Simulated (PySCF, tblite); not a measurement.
# 2-pentyn-4-one: dynamics, then NMR shifts and electronic excitations on frames

Aim: move 2-pentyn-4-one (`CC#CC(C)=O`) away from its starting geometry and see how NMR shifts and electronic excitations follow the geometry.

The runs use tblite 0.8.0 and PySCF 2.14.0, with density-fitted response routines of our own; the level of theory stands in each step. All values are computed, except where a source is named. Atoms are numbered from 0 throughout.

## (1) The molecule as given

12 atoms, charge 0, multiplicity 1; geometry from: GFN2-xTB.

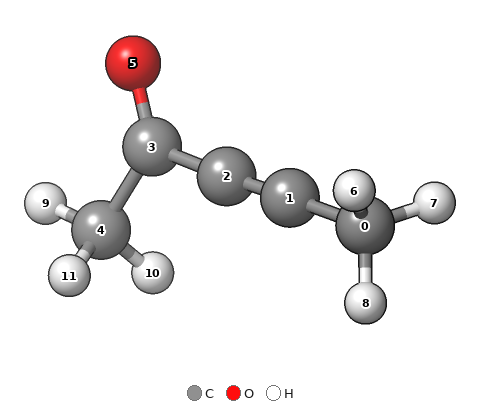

As it starts; carbon grey, oxygen red, hydrogen white, atoms numbered.

## (2) Dynamics with GFN2-xTB

The job: settings as JSON, then the geometry in Å.

```
{"job": {"kind": "md", "xc": "GFN2-xTB", "basis": "xTB", "temperature": 600, "steps": 2000, "every": 50, "frames": 5}, "charge": 0, "multiplicity": 1}
C      2.585717    -0.442572     0.084190
C      1.221514     0.010121     0.188252
C      0.074079     0.368224     0.262859
C     -1.275389     0.845768     0.377757
C     -2.287072    -0.078507    -0.256285
O     -1.560016     1.883828     0.925489
H      3.047136    -0.448408     1.071343
H      3.146473     0.235489    -0.558835
H      2.622895    -1.447274    -0.336110
H     -3.287832     0.328439    -0.137744
H     -2.058460    -0.196106    -1.314096
H     -2.227846    -1.059688     0.211283
```

Method: GFN2-xTB Langevin dynamics, gas phase.

The run is started by

```
> OMP_NUM_THREADS=1 python probes_run.py task.json out
```

This one command runs all jobs of the session in turn.

What it wrote:

```text
t/fs     T/K      E/eV
    0.0   523.0   -483.09234
   25.0   443.5   -482.62508
   50.0   585.9   -482.53821
   75.0   420.4   -482.40467
  100.0   407.7   -482.48769
  125.0   472.5   -482.70958
  150.0   539.6   -482.56144
  175.0   599.9   -482.69009
  200.0   391.5   -482.49277
  225.0   453.0   -482.63473
  250.0   371.9   -482.50034
  275.0   393.6   -482.62011
  300.0   444.1   -482.44071
  325.0   472.6   -482.51646
  350.0   572.1   -482.64869
  375.0   442.5   -482.53695
  400.0   475.8   -482.34838
  425.0   622.3   -482.76385
  450.0   684.5   -482.47293
  475.0   447.7   -482.26958
  500.0   397.0   -482.25363
  525.0   698.7   -482.43301
  550.0   688.1   -482.50598
  575.0   711.0   -482.33272
  600.0   650.1   -482.15452
  625.0   767.1   -482.29025
  650.0   731.5   -482.30605
  675.0   774.6   -482.26664
  700.0   528.4   -482.06537
  725.0   637.8   -482.08480
  750.0   587.0   -482.35632
  775.0   665.0   -482.34166
  800.0   586.1   -482.50057
  825.0   373.5   -481.88568
  850.0   753.6   -482.56575
  875.0   515.4   -482.22397
  900.0   527.2   -482.30169
  925.0   585.3   -482.43395
  950.0   482.6   -482.01389
  975.0   554.3   -482.16718
 1000.0   750.4   -482.50914
```

Run time: 5.8 s. Hardware: 1 thread of Arm Neoverse V2, shared host; peak memory 0.18 GiB.

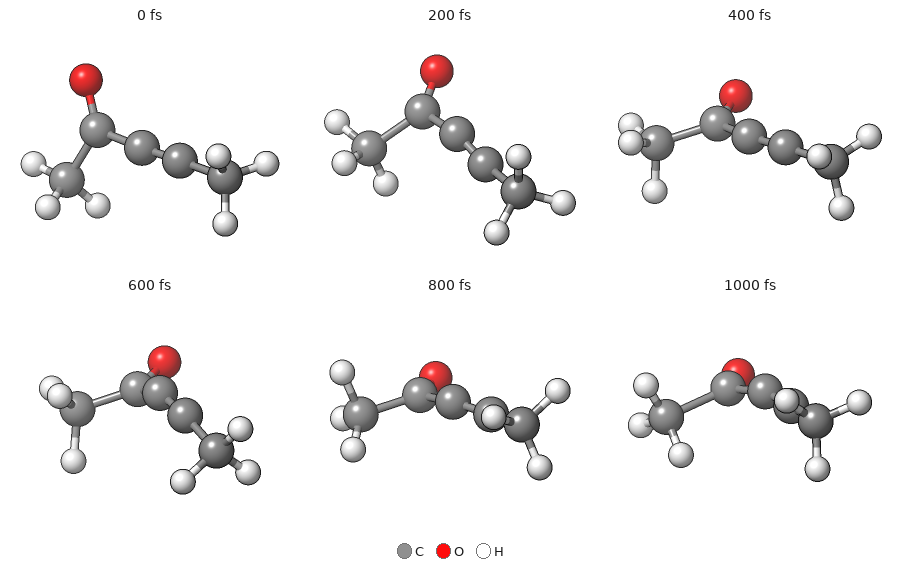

Frames of the run.

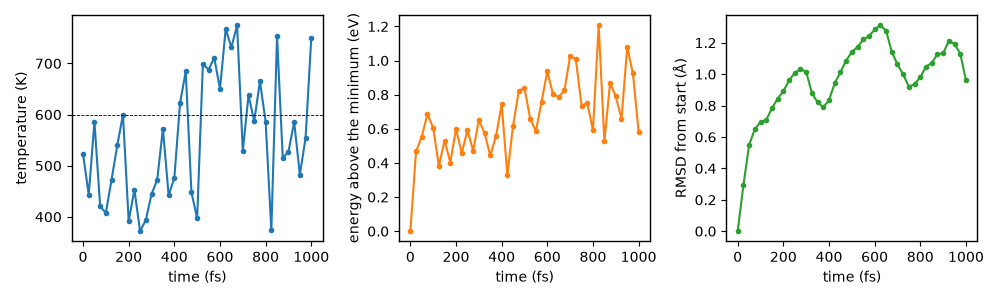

Temperature, potential energy and distance from the start.

Positions (Å) and forces (eV/Å) at 1000 fs:

```xyz
12

C     1.541   -1.063    1.621    1.446   -0.166   -0.141
C     0.362   -0.383    1.215    1.209   -0.217   -0.128
C    -0.678    0.165    1.021   -1.464    0.884   -0.462
C    -2.028    0.475    0.724   -2.215   -0.879   -0.201
C    -2.966   -0.644    1.483    0.579    1.868   -3.067
O    -2.501    1.280   -0.055    0.765   -0.575    0.954
H     1.424   -1.097    2.692    0.168   -0.710    0.503
H     2.534   -0.540    1.475   -1.199   -0.343   -0.369
H     1.572   -2.063    1.126    0.073    0.699    0.610
H    -2.982   -0.351    2.481    0.073   -0.015    1.592
H    -3.999   -0.580    1.055    1.040   -0.250    0.289
H    -2.427   -1.550    1.241   -0.474   -0.296    0.419
```

## (3) NMR shieldings: 250 fs, PBE0/pcSseg-1

The job: settings as JSON, then the geometry in Å.

```
{"job": {"kind": "nmr", "xc": "PBE0", "basis": "pcSseg-1", "pop": false}, "charge": 0, "multiplicity": 1}
C      1.730000    -0.619100     0.473000
C      0.544300     0.117800     0.556800
C     -0.509100     0.707600     0.613200
C     -1.689300     1.485500     0.621600
C     -2.970800     0.741000     0.908200
O     -1.642700     2.639600     0.131200
H      1.619500    -1.584100    -0.054700
H      2.132500    -0.793200     1.384500
H      2.299900    -0.061500    -0.255200
H     -3.789700     1.341800     0.879700
H     -3.051000    -0.182800     0.268100
H     -2.877500     0.331000     1.950600
```

With the program's defaults for keys left out, this is: GIAO PBE0/pcSseg-1 NMR shielding, non-relativistic, gas phase.

What it wrote:

```text
coarse grid: 10240 points
cycle   1  E = -268.7315502489  dE =  9.493e-01  |g| = 8.309e-01  |ddm| = 3.492e+00
cycle   2  E = -268.1615407286  dE =  5.700e-01  |g| = 1.842e+00  |ddm| = 3.755e+00
cycle   3  E = -268.8664800136  dE = -7.049e-01  |g| = 2.216e-01  |ddm| = 3.060e+00
cycle   4  E = -268.8779492567  dE = -1.147e-02  |g| = 7.516e-02  |ddm| = 2.920e-01
cycle   5  E = -268.8788669309  dE = -9.177e-04  |g| = 4.222e-02  |ddm| = 8.932e-02
cycle   6  E = -268.8792713418  dE = -4.044e-04  |g| = 1.164e-02  |ddm| = 3.609e-02
cycle   7  E = -268.8793022604  dE = -3.092e-05  |g| = 3.176e-03  |ddm| = 9.036e-03
cycle   8  E = -268.8793043637  dE = -2.103e-06  |g| = 8.214e-04  |ddm| = 4.272e-03
final grid: 99480 points
cycle   9  E = -268.9266591004  dE = -2.778e-06  |g| = 1.304e-02  |ddm| = 4.693e-02
cycle  10  E = -268.9265381454  dE =  1.210e-04  |g| = 2.809e-02  |ddm| = 4.044e-02
cycle  11  E = -268.9266920339  dE = -1.539e-04  |g| = 2.322e-03  |ddm| = 3.006e-02
cycle  12  E = -268.9266931885  dE = -1.155e-06  |g| = 2.226e-04  |ddm| = 2.069e-03
cycle  13  E = -268.9266931959  dE = -7.410e-09  |g| = 1.194e-04  |ddm| = 3.571e-04
cycle  14  E = -268.9266931988  dE = -2.928e-09  |g| = 5.838e-05  |ddm| = 1.360e-04
cycle  15  E = -268.9266931996  dE = -8.506e-10  |g| = 7.631e-06  |ddm| = 5.336e-05
converged SCF energy = -268.9266931996

GIAO shielding tensors (ppm)
atom      isotropic    diamagn.    paramagn.     s11        s22        s33       span
  0 C      188.690     256.048     -67.358    175.576    186.218    204.276     28.700
  1 C       88.080     265.255    -177.175     19.833     30.664    213.743    193.910
  2 C      103.176     262.697    -159.521     13.592     18.075    277.862    264.271
  3 C      -15.846     249.577    -265.422   -123.193    -27.304    102.960    226.153
  4 C      151.407     254.123    -102.716    122.368    141.230    190.623     68.256
  5 O     -465.583     399.549    -865.132  -1154.842   -582.613    340.707   1495.549
  6 H       29.397      30.710      -1.314     24.833     27.144     36.213     11.379
  7 H       31.638      30.457       1.181     26.550     29.459     38.906     12.356
  8 H       29.296      30.085      -0.789     23.475     28.241     36.172     12.697
  9 H       31.109      30.098       1.012     28.077     29.002     36.249      8.172
 10 H       28.262      29.879      -1.617     25.278     28.022     31.486      6.207
 11 H       28.632      28.724      -0.092     25.851     28.652     31.392      5.541
```

Wall time 7.6 s (1 thread of Arm Neoverse V2, shared host); peak memory 0.63 GiB.

Shifts follow as δ = σ(reference) − σ, with reference shieldings (ppm) from runs at the same level and on the same kind of geometry: ¹H TMS 31.72, ¹³C TMS 186.9, ¹⁷O H2O 336.1. The references are single molecules in the gas phase, so shifts against H2O, NH3, PH3, H3PO4 or CFCl3 are not on the usual liquid scales and can be off by tens of ppm. Each atom is listed at this fixed geometry, with no averaging over motion; a spectrum would average atoms that exchange fast.

```
atoms                                  environment  σ (ppm)  δ (ppm)
   C3                  carbonyl carbon of an ynone    -15.8    202.8
   C1                                alkyne carbon     88.1     98.8
   C2                                alkyne carbon    103.2     83.7
   C4                methyl carbon α to a carbonyl    151.4     35.5
   C0                    propargylic methyl carbon    188.7     -1.8
  H10  hydrogen on a methyl carbon α to a carbonyl    28.26     3.45
  H11  hydrogen on a methyl carbon α to a carbonyl    28.63     3.09
   H8      hydrogen on a propargylic methyl carbon    29.30     2.42
   H6      hydrogen on a propargylic methyl carbon    29.40     2.32
   H9  hydrogen on a methyl carbon α to a carbonyl    31.11     0.61
   H7      hydrogen on a propargylic methyl carbon    31.64     0.08
   O5                                ketone oxygen   -465.6    801.7
```

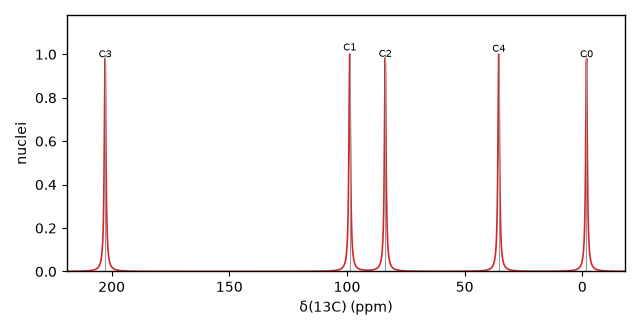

¹³C lines at the computed shifts, without couplings. Lines are broadened to a width of 0.82 ppm (Lorentzian).

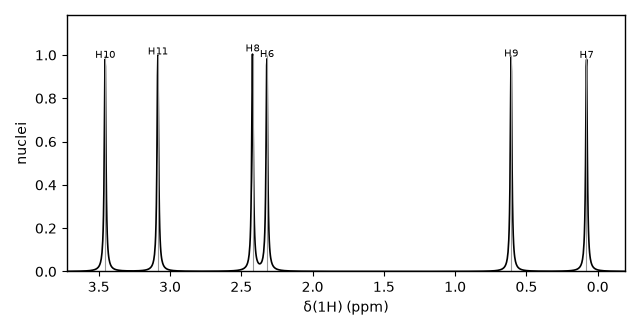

¹H lines at the computed shifts, without couplings. Lines are broadened to a width of 0.01 ppm (Lorentzian).

## (4) TDDFT and polarisability: 250 fs, PBE0/def2-SVPD

Same as in step 3 but for these lines:

```diff
@@ -1,2 +1,2 @@
-{"job": {"kind": "nmr", "xc": "PBE0", "basis": "pcSseg-1", "pop": false}, "charge": 0, "multiplicity": 1}
+{"job": {"kind": "uv", "xc": "PBE0", "basis": "def2-SVPD", "nstates": 5, "ntriplets": 0}, "charge": 0, "multiplicity": 1}
 C      1.730000    -0.619100     0.473000
```

With the program's defaults for keys left out, this is: TDDFT PBE0/def2-SVPD, vertical, gas phase, core orbitals frozen in the response.

What it wrote:

```text
coarse grid: 10240 points
cycle   1  E = -268.5842977580  dE =  8.978e-01  |g| = 7.959e-01  |ddm| = 8.688e+00
cycle   2  E = -268.0082840671  dE =  5.760e-01  |g| = 1.818e+00  |ddm| = 4.955e+00
cycle   3  E = -268.7144039730  dE = -7.061e-01  |g| = 2.079e-01  |ddm| = 3.517e+00
cycle   4  E = -268.7246515784  dE = -1.025e-02  |g| = 7.568e-02  |ddm| = 5.262e-01
cycle   5  E = -268.7255629446  dE = -9.114e-04  |g| = 4.631e-02  |ddm| = 1.658e-01
cycle   6  E = -268.7260783679  dE = -5.154e-04  |g| = 9.762e-03  |ddm| = 6.560e-02
cycle   7  E = -268.7261002795  dE = -2.191e-05  |g| = 2.856e-03  |ddm| = 2.379e-02
cycle   8  E = -268.7261021031  dE = -1.824e-06  |g| = 7.298e-04  |ddm| = 6.459e-03
final grid: 99480 points
cycle   9  E = -268.7725566970  dE = -4.855e-06  |g| = 1.206e-02  |ddm| = 1.040e-01
cycle  10  E = -268.7724493591  dE =  1.073e-04  |g| = 2.590e-02  |ddm| = 4.815e-02
cycle  11  E = -268.7725861767  dE = -1.368e-04  |g| = 2.297e-03  |ddm| = 3.065e-02
cycle  12  E = -268.7725873650  dE = -1.188e-06  |g| = 2.074e-04  |ddm| = 3.885e-03
cycle  13  E = -268.7725873700  dE = -5.059e-09  |g| = 1.410e-04  |ddm| = 6.250e-04
cycle  14  E = -268.7725873746  dE = -4.568e-09  |g| = 5.717e-05  |ddm| = 2.735e-04
cycle  15  E = -268.7725873754  dE = -8.285e-10  |g| = 6.328e-06  |ddm| = 9.328e-05
converged SCF energy = -268.7725873754

Static polarisability (au): isotropic 65.115, principal 43.976 57.333 94.035

Singlet excitations
state   eV       nm        f      main configurations
  1   3.5592    348.3   0.00012   H->L 0.96
  2   4.5492    272.5   0.00044   H-1->L 0.66, H-2->L 0.30
  3   5.4903    225.8   0.15825   H-2->L 0.56, H-1->L 0.27, H->L+2 0.09
  4   6.8335    181.4   0.00111   H->L+1 0.89
  5   7.0696    175.4   0.00376   H-2->L+2 0.43, H-1->L+2 0.34
```

Run time: 12 s. Hardware: 1 thread of Arm Neoverse V2, shared host; peak memory 0.74 GiB.

Frontier orbitals and where they lie:

```
orbital      eV                      atoms
 HOMO−3  -10.22  O5 32 %, C4 21 %, C3 17 %
 HOMO−2   -8.15  C2 32 %, C1 30 %, O5 19 %
 HOMO−1   -8.07  C2 32 %, C1 29 %, O5 12 %
   HOMO   -7.41  O5 60 %, C2 13 %, C1 10 %
   LUMO   -1.73  C3 29 %, O5 28 %, C1 16 %
 LUMO+1    0.45  C0 26 %, C1 19 %, C2 11 %
 LUMO+2    0.97  C1 26 %, C2 24 %, C0 14 %
```

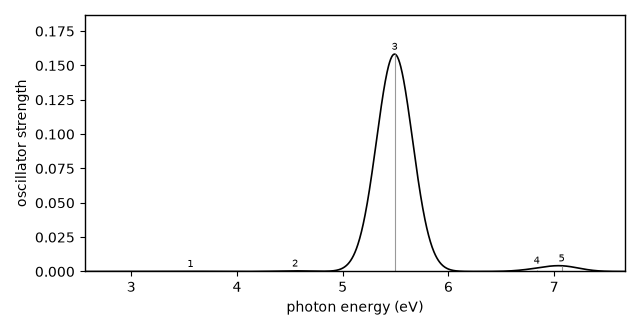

Absorption spectrum from the 5 singlet states computed; above the last one it falls off for lack of states. Lines are broadened to a width of 0.40 eV (Gaussian).

Further results of this job:

```
           property  computed
  dipole moment (D)      4.13
polarisability (Å³)      9.65
 HOMO–LUMO gap (eV)      5.68
      −ε(HOMO) (eV)      7.41
```

## (5) NMR shieldings: 425 fs, PBE0/pcSseg-1

The job: settings as JSON, then the geometry in Å.

```
{"job": {"kind": "nmr", "xc": "PBE0", "basis": "pcSseg-1", "pop": false}, "charge": 0, "multiplicity": 1}
C      1.760600    -0.476400     1.189200
C      0.405500     0.015400     1.088100
C     -0.709600     0.458100     0.878200
C     -2.016100     0.987300     0.700500
C     -3.167400     0.264300     1.293400
O     -2.152500     2.081200     0.158500
H      2.454300     0.365500     1.295200
H      2.101900    -1.068000     0.253300
H      1.853200    -1.098300     2.045400
H     -3.231300    -0.807400     1.224200
H     -3.275100     0.533600     2.379900
H     -4.008500     0.576000     0.763600
```

With the program's defaults for keys left out, this is: GIAO PBE0/pcSseg-1 NMR shielding, non-relativistic, gas phase.

What it wrote:

```text
coarse grid: 10240 points
cycle   1  E = -268.7556793804  dE =  8.755e-01  |g| = 8.107e-01  |ddm| = 3.404e+00
cycle   2  E = -268.2734865012  dE =  4.822e-01  |g| = 1.727e+00  |ddm| = 3.214e+00
cycle   3  E = -268.8830437722  dE = -6.096e-01  |g| = 2.071e-01  |ddm| = 2.555e+00
cycle   4  E = -268.8930212150  dE = -9.977e-03  |g| = 7.109e-02  |ddm| = 2.712e-01
cycle   5  E = -268.8937398687  dE = -7.187e-04  |g| = 4.587e-02  |ddm| = 8.317e-02
cycle   6  E = -268.8942358560  dE = -4.960e-04  |g| = 9.342e-03  |ddm| = 3.578e-02
cycle   7  E = -268.8942557678  dE = -1.991e-05  |g| = 2.540e-03  |ddm| = 7.291e-03
cycle   8  E = -268.8942571396  dE = -1.372e-06  |g| = 6.422e-04  |ddm| = 3.402e-03
final grid: 99480 points
cycle   9  E = -268.9408172417  dE = -7.507e-06  |g| = 1.202e-02  |ddm| = 4.407e-02
cycle  10  E = -268.9407263384  dE =  9.090e-05  |g| = 2.471e-02  |ddm| = 3.327e-02
cycle  11  E = -268.9408455190  dE = -1.192e-04  |g| = 2.202e-03  |ddm| = 2.441e-02
cycle  12  E = -268.9408465701  dE = -1.051e-06  |g| = 2.701e-04  |ddm| = 1.914e-03
cycle  13  E = -268.9408465743  dE = -4.143e-09  |g| = 2.223e-04  |ddm| = 4.021e-04
cycle  14  E = -268.9408465864  dE = -1.213e-08  |g| = 4.708e-05  |ddm| = 1.841e-04
cycle  15  E = -268.9408465870  dE = -5.673e-10  |g| = 7.142e-06  |ddm| = 6.250e-05
converged SCF energy = -268.9408465870

GIAO shielding tensors (ppm)
atom      isotropic    diamagn.    paramagn.     s11        s22        s33       span
  0 C      178.438     254.464     -76.026    166.531    176.440    192.343     25.812
  1 C       87.004     266.434    -179.430     15.529     33.522    211.961    196.432
  2 C      100.274     258.259    -157.985      7.433     17.068    276.320    268.886
  3 C       -5.427     247.303    -252.730   -104.492    -17.633    105.845    210.337
  4 C      157.630     249.654     -92.024    136.761    141.809    194.321     57.560
  5 O     -413.501     400.716    -814.216  -1067.037   -524.874    351.408   1418.445
  6 H       29.153      29.032       0.121     24.300     27.440     35.720     11.420
  7 H       27.840      29.755      -1.915     23.562     25.729     34.230     10.669
  8 H       30.217      28.672       1.545     25.194     28.463     36.994     11.800
  9 H       29.625      30.281      -0.656     26.481     29.316     33.076      6.595
 10 H       28.728      25.363       3.364     26.110     26.858     33.215      7.106
 11 H       30.692      28.422       2.271     27.251     29.393     35.433      8.181
```

Wall time 7.3 s (1 thread of Arm Neoverse V2, shared host); peak memory 0.64 GiB.

Key values: δ C3 192.4, C1 99.9, C2 86.7, C4 29.3, H7 3.88, H10 2.99 ppm.

## (6) Excited states and response: 425 fs, PBE0/def2-SVPD

Same as in step 5 but for these lines:

```diff
@@ -1,2 +1,2 @@
-{"job": {"kind": "nmr", "xc": "PBE0", "basis": "pcSseg-1", "pop": false}, "charge": 0, "multiplicity": 1}
+{"job": {"kind": "uv", "xc": "PBE0", "basis": "def2-SVPD", "nstates": 5, "ntriplets": 0}, "charge": 0, "multiplicity": 1}
 C      1.760600    -0.476400     1.189200
```

Method: TDDFT PBE0/def2-SVPD, vertical, gas phase, core orbitals frozen in the response.

What it wrote:

```text
coarse grid: 10240 points
cycle   1  E = -268.6087672578  dE =  8.246e-01  |g| = 7.763e-01  |ddm| = 7.419e+00
cycle   2  E = -268.1185644799  dE =  4.902e-01  |g| = 1.707e+00  |ddm| = 5.233e+00
cycle   3  E = -268.7316950260  dE = -6.131e-01  |g| = 1.943e-01  |ddm| = 4.030e+00
cycle   4  E = -268.7405950815  dE = -8.900e-03  |g| = 7.184e-02  |ddm| = 4.581e-01
cycle   5  E = -268.7413270904  dE = -7.320e-04  |g| = 4.862e-02  |ddm| = 1.641e-01
cycle   6  E = -268.7419057130  dE = -5.786e-04  |g| = 7.729e-03  |ddm| = 6.617e-02
cycle   7  E = -268.7419194192  dE = -1.371e-05  |g| = 2.299e-03  |ddm| = 1.783e-02
cycle   8  E = -268.7419206265  dE = -1.207e-06  |g| = 5.854e-04  |ddm| = 5.987e-03
final grid: 99480 points
cycle   9  E = -268.7875865872  dE = -9.213e-06  |g| = 1.121e-02  |ddm| = 9.985e-02
cycle  10  E = -268.7875044765  dE =  8.211e-05  |g| = 2.299e-02  |ddm| = 4.439e-02
cycle  11  E = -268.7876123392  dE = -1.079e-04  |g| = 2.186e-03  |ddm| = 3.089e-02
cycle  12  E = -268.7876134304  dE = -1.091e-06  |g| = 2.637e-04  |ddm| = 3.638e-03
cycle  13  E = -268.7876134371  dE = -6.709e-09  |g| = 2.009e-04  |ddm| = 6.997e-04
cycle  14  E = -268.7876134472  dE = -1.011e-08  |g| = 4.293e-05  |ddm| = 3.181e-04
cycle  15  E = -268.7876134477  dE = -4.923e-10  |g| = 6.562e-06  |ddm| = 1.122e-04
converged SCF energy = -268.7876134477

Static polarisability (au): isotropic 66.123, principal 45.188 55.959 97.221

Singlet excitations
state   eV       nm        f      main configurations
  1   3.7526    330.4   0.00011   H->L 0.96
  2   4.6122    268.8   0.00049   H-2->L 0.82, H-1->L 0.14
  3   5.5243    224.4   0.17730   H-1->L 0.71, H-2->L 0.12
  4   6.9595    178.2   0.01788   H->L+1 0.34, H-1->L+2 0.26, H-1->L+1 0.15
  5   7.0046    177.0   0.01575   H->L+1 0.52, H-1->L+2 0.22
```

It took 12 s on 1 thread of Arm Neoverse V2, shared host; peak memory 0.72 GiB.

This run: HOMO -7.55 eV, LUMO -1.71 eV; lowest singlet 3.75 eV.

## (7) Shielding tensors: 625 fs, PBE0/pcSseg-1

The job: settings as JSON, then the geometry in Å.

```
{"job": {"kind": "nmr", "xc": "PBE0", "basis": "pcSseg-1", "pop": false}, "charge": 0, "multiplicity": 1}
C      1.314400    -1.221100     1.433100
C      0.112400    -0.416400     1.493500
C     -0.805700     0.331600     1.307300
C     -1.973600     0.988400     0.799900
C     -3.219100     0.155500     1.079300
O     -1.932000     1.817600    -0.064800
H      0.839600    -2.209000     1.622400
H      2.074100    -0.849800     2.290700
H      1.899000    -1.171700     0.589600
H     -3.314100    -0.759400     0.458500
H     -3.093000    -0.170400     2.158900
H     -4.168300     0.695800     0.931900
```

Level: GIAO PBE0/pcSseg-1 NMR shielding, non-relativistic, gas phase.

What it wrote:

```text
coarse grid: 10240 points
cycle   1  E = -268.7371383918  dE =  8.693e-01  |g| = 8.004e-01  |ddm| = 3.307e+00
cycle   2  E = -268.3288748371  dE =  4.083e-01  |g| = 1.639e+00  |ddm| = 2.756e+00
cycle   3  E = -268.8606828844  dE = -5.318e-01  |g| = 1.946e-01  |ddm| = 2.131e+00
cycle   4  E = -268.8697188610  dE = -9.036e-03  |g| = 5.838e-02  |ddm| = 2.777e-01
cycle   5  E = -268.8704474483  dE = -7.286e-04  |g| = 1.962e-02  |ddm| = 6.773e-02
cycle   6  E = -268.8705128571  dE = -6.541e-05  |g| = 1.054e-02  |ddm| = 2.036e-02
cycle   7  E = -268.8705394665  dE = -2.661e-05  |g| = 2.334e-03  |ddm| = 7.853e-03
cycle   8  E = -268.8705406219  dE = -1.155e-06  |g| = 5.416e-04  |ddm| = 2.966e-03
final grid: 99480 points
cycle   9  E = -268.9183167139  dE = -6.206e-06  |g| = 1.170e-02  |ddm| = 3.848e-02
cycle  10  E = -268.9182364937  dE =  8.022e-05  |g| = 2.362e-02  |ddm| = 2.774e-02
cycle  11  E = -268.9183432478  dE = -1.068e-04  |g| = 1.759e-03  |ddm| = 2.034e-02
cycle  12  E = -268.9183439295  dE = -6.816e-07  |g| = 1.566e-04  |ddm| = 1.441e-03
cycle  13  E = -268.9183439345  dE = -4.969e-09  |g| = 6.741e-05  |ddm| = 2.894e-04
cycle  14  E = -268.9183439356  dE = -1.184e-09  |g| = 1.474e-05  |ddm| = 1.111e-04
cycle  15  E = -268.9183439357  dE = -3.138e-11  |g| = 1.129e-05  |ddm| = 2.195e-05
converged SCF energy = -268.9183439357

GIAO shielding tensors (ppm)
atom      isotropic    diamagn.    paramagn.     s11        s22        s33       span
  0 C      177.455     249.821     -72.366    158.361    180.298    193.705     35.344
  1 C       86.881     271.934    -185.054     11.184     32.510    216.948    205.764
  2 C       97.076     266.732    -169.655      0.710     14.805    275.715    275.005
  3 C        0.721     251.011    -250.290    -98.260     -0.393    100.815    199.075
  4 C      146.919     253.719    -106.800    126.417    128.378    185.962     59.544
  5 O     -375.277     403.670    -778.947  -1022.189   -467.968    364.326   1386.516
  6 H       28.325      27.015       1.310     22.187     27.821     34.966     12.778
  7 H       27.075      24.398       2.678     22.627     25.091     33.508     10.882
  8 H       30.642      33.304      -2.662     26.298     28.843     36.784     10.486
  9 H       28.474      30.515      -2.041     25.829     27.841     31.751      5.922
 10 H       28.293      27.587       0.706     25.255     29.560     30.063      4.808
 11 H       29.345      26.843       2.502     26.478     27.031     34.526      8.048
```

Run time: 7.5 s. Hardware: 1 thread of Arm Neoverse V2, shared host; peak memory 0.64 GiB.

Key values: δ C3 186.2, C1 100.0, C2 89.8, C4 40.0, H7 4.64, H10 3.42 ppm.

[end of part 1 of 2]
